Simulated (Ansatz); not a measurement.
# C$_{5}$H$_{15}$AsSi: one change and its effect

System: C$_{5}$H$_{15}$AsSi.
Method of the first run: RKS SPW92 (LDA)/def2-TZVPP (Ansatz 0.2.0).

The geometry comes from this level: PBE0-D4/def2-TZVP. Text and figures count atoms from 1; the logs count them from 0 in places.

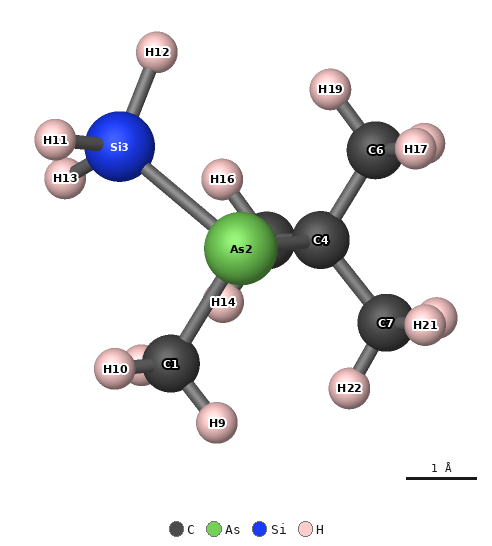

Fig. 1: The structure (ball-and-stick view, seen at a tilt; atoms are numbered from 1 in the order of the input). Bond lengths as drawn: As–C 1.98 to 2.01 Å, As–Si 2.36 Å, C–C 1.52 Å, C–H 1.09 to 1.10 Å and H–Si 1.49 Å.

## The input, the first run
```yaml
crystal:
  periodic: [false, false, false]
  atoms:
    - {symbol: C, position_ang: [1.815374, -0.291432, -1.546984]}
    - {symbol: As, position_ang: [1.400545, -0.027558, 0.365984]}
    - {symbol: Si, position_ang: [0.962842, -2.300812, 0.823265]}
    - {symbol: C, position_ang: [-0.480034, 0.687235, 0.255234]}
    - {symbol: C, position_ang: [-1.442437, -0.213583, -0.498439]}
    - {symbol: C, position_ang: [-0.947610, 0.871730, 1.692415]}
    - {symbol: C, position_ang: [-0.383261, 2.041535, -0.435205]}
    - {symbol: H, position_ang: [1.027278, -0.819474, -2.083968]}
    - {symbol: H, position_ang: [1.984905, 0.681938, -2.008052]}
    - {symbol: H, position_ang: [2.739643, -0.866516, -1.618202]}
    - {symbol: H, position_ang: [2.267894, -2.987982, 1.022512]}
    - {symbol: H, position_ang: [0.166463, -2.439201, 2.073342]}
    - {symbol: H, position_ang: [0.240213, -2.998129, -0.278110]}
    - {symbol: H, position_ang: [-1.105720, -0.417135, -1.517400]}
    - {symbol: H, position_ang: [-2.424435, 0.269940, -0.570632]}
    - {symbol: H, position_ang: [-1.588476, -1.171250, 0.007151]}
    - {symbol: H, position_ang: [-0.273659, 1.524487, 2.253047]}
    - {symbol: H, position_ang: [-1.944299, 1.327428, 1.705780]}
    - {symbol: H, position_ang: [-1.013445, -0.081672, 2.223145]}
    - {symbol: H, position_ang: [-1.364041, 2.531213, -0.432541]}
    - {symbol: H, position_ang: [0.322062, 2.704097, 0.073452]}
    - {symbol: H, position_ang: [-0.069202, 1.945041, -1.477394]}
basis:
  gaussian: {orbitals: def2-TZVPP}
hamiltonian: {xc: lda}
output: {orbitals: {seedname: orbitals}}
```

Command:
```bash
ansatz run in.yaml --threads 5 --pin off --events-out ev --progress --plain --max-ram 66560MiB --backend cuda --devices 0, --max-vram 37GiB
```

Hardware: 5 CPU threads, shared host.

## Output (the first run)
```
Functional definition: SPW92
  exchange = slater_x
  correlation = pw_c
2446 factors; their error is unknown
mean field evaluation 1: about -73947.9815 eV, gradient 1.2e2 eV
mean field evaluation 2: about -73811.7813 eV, gradient 2.4e2 eV
mean field evaluation 4: about -73976.1597 eV, gradient 3.0e1 eV
mean field evaluation 8: about -73978.4286 eV, gradient 2.6e-1 eV
mean field evaluation 16: about -73978.3651 eV, gradient 2.8e-3 eV
mean field -73978.36505367 eV, -2718.6547713857 hartree, gradient 2.7e-5 eV, S^2 0.000000; 0 other end points of the search recorded, 0 dependent functions left out
reference -73978.36510714 eV, -2718.6547733506 hartree; 46, 46 occupied and 409, 409 virtual orbitals, 2446 factors
Total energy: -73978.36510714 eV, -2718.6547733506 hartree
```

The second run used a changed input.

## The two runs side by side

| quantity | the first run | the second run |
| --- | --- | --- |
| outcome | converged | converged |
| total energy (hartree) | −2718.654773 | −2724.508921 |
| HOMO (eV) | −5.60 | −8.98 |
| LUMO (eV) | −0.77 | 2.33 |
| basis functions | 455 | 455 |
| wall time (shared host) | 8 s | 11 s |

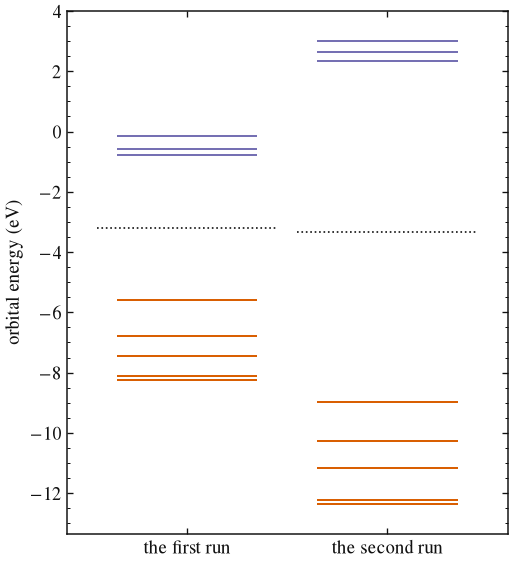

Fig. 2: The five highest filled and three lowest empty orbital energies of the two runs; the dotted lines part filled from empty levels. The HOMO–LUMO gap is 4.84 eV in the first run and 11.31 eV in the second run.

Which change of the input explains these differences?

The change (lines with − go, lines with + come):
```diff
-hamiltonian: {xc: lda}
+hamiltonian: {xc: {name: LC-wPBE}}
```

The total energies belong to different methods, so their difference says nothing on which is more stable or more accurate. The HOMO goes from −5.60 to −8.98 eV. The LUMO goes from −0.77 to 2.33 eV.

## Output (the second run)
```
Functional definition: LC-wPBE
  parameter omega = 0.4/bohr
  exchange = pbe_x_sr(omega) + exact_x_lr(omega)
  correlation = pbe_c
2446 factors; their error is unknown
795 factors; integrals over basis functions are off by at most 2.6e-5 eV
mean field evaluation 1: about -74130.1120 eV, gradient 5.8e1 eV
mean field evaluation 2: about -74133.3574 eV, gradient 4.6e1 eV
mean field evaluation 4: about -74137.7062 eV, gradient 2.8e0 eV
mean field evaluation 8: about -74137.7306 eV, gradient 1.6e-1 eV
mean field evaluation 16: about -74137.6646 eV, gradient 4.1e-4 eV
mean field -74137.66457723 eV, -2724.5089208991 hartree, gradient 1.5e-5 eV, S^2 0.000000; 0 other end points of the search recorded, 0 dependent functions left out
reference -74137.66457724 eV, -2724.5089208995 hartree; 46, 46 occupied and 409, 409 virtual orbitals, 2446 factors
Total energy: -74137.66457724 eV, -2724.5089208995 hartree
```
